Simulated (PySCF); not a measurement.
## Electronic structure of FH3Si···H2S (SMILES F[SiH3].S) in real space

Input file:

```
{"job": {"kind": "inter", "xc": "wB97M-D3(BJ)", "basis": "def2-TZVPD", "pairs": false}, "charge": 0, "multiplicity": 1, "parts": [{"atoms": "0-4", "charge": 0, "multiplicity": 1}, {"atoms": "5-7", "charge": 0, "multiplicity": 1}]}
Si    -0.045698    -0.228918     0.143543
F      1.462265    -0.586782    -0.277449
H     -0.321563     1.174017    -0.238125
H     -0.935216    -1.153887    -0.599045
H     -0.190878    -0.431243     1.601931
S      2.521651     1.961989     1.790718
H      2.435388     2.948994     0.885567
H      2.948257     1.081607     0.871444
```

Run with:

```sh
OMP_NUM_THREADS=1 python cluster_run.py task.json out
```

Geometry: PBE0-D3(BJ)/def2-TZVPD.

All numbers below come from wB97M-D3(BJ)/def2-TZVPD, SCF density, gas phase in PySCF 2.14.0.

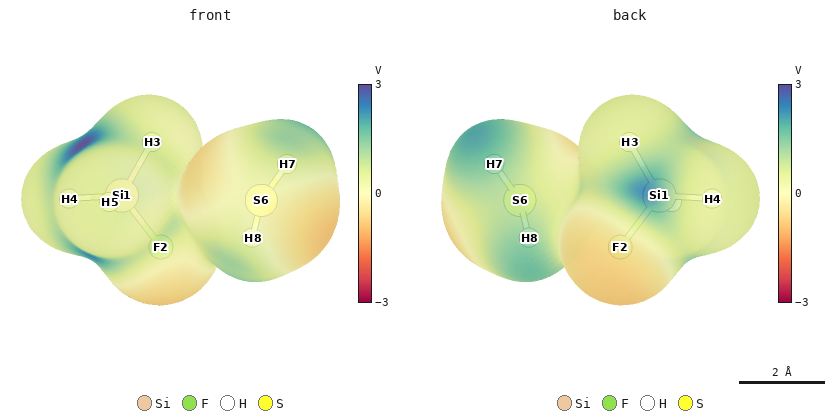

Figure 1. The electrostatic potential painted on the density surface at 0.004 e/bohr³, seen from the front and from behind; the colour scale runs from red (negative) to blue (positive).

**Which sites attract a positive test charge, and which a negative one?**

A positive charge is drawn to the negative regions and a negative charge to the positive ones. The most negative region (about −0.8 V) lies over F2 and S6, the most positive (about +2.8 V) over Si1.

**What dipole moment does the calculation give?**

Its dipole moment is 1.14 D.

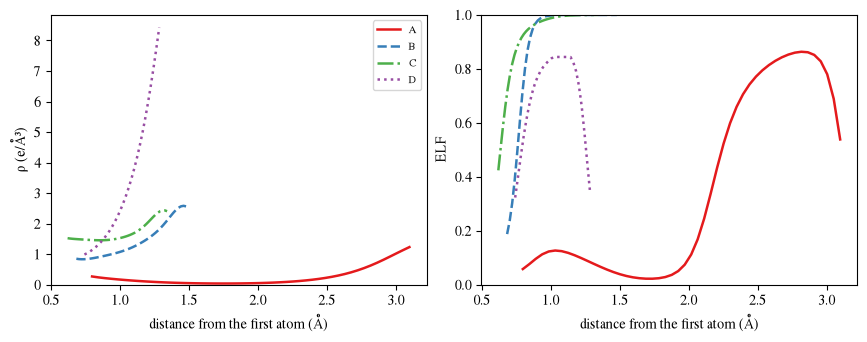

Figure 2. Total electron density and ELF along straight lines between neighbouring atoms. The curves leave out the atomic cores.

**Which curve belongs to which contact (Si–F, Si–H, Si–S and S–H)? The first atom named is at distance zero.**

Curve A: Si1···S6 (3.76 Å): the density falls to about 0.04 e/Å³ on the way; the ELF dips to about 0 between them; a non-bonded, intermolecular contact. Curve B: Si–H (1.48 Å): ρ at the midpoint is about 0.83 e/Å³; the ELF climbs to about 1 towards the hydrogen, as it does in any bond to H. Curve C: S–H (1.34 Å): ρ is about 1.5 e/Å³ halfway; the ELF climbs to about 1 towards the hydrogen. Curve D: Si–F (1.61 Å): ρ is about 1.2 e/Å³ halfway; the ELF peaks at about 0.85 in the valence shell of F, 0.6 Å from its nucleus, and is about 0.55 at the midpoint.
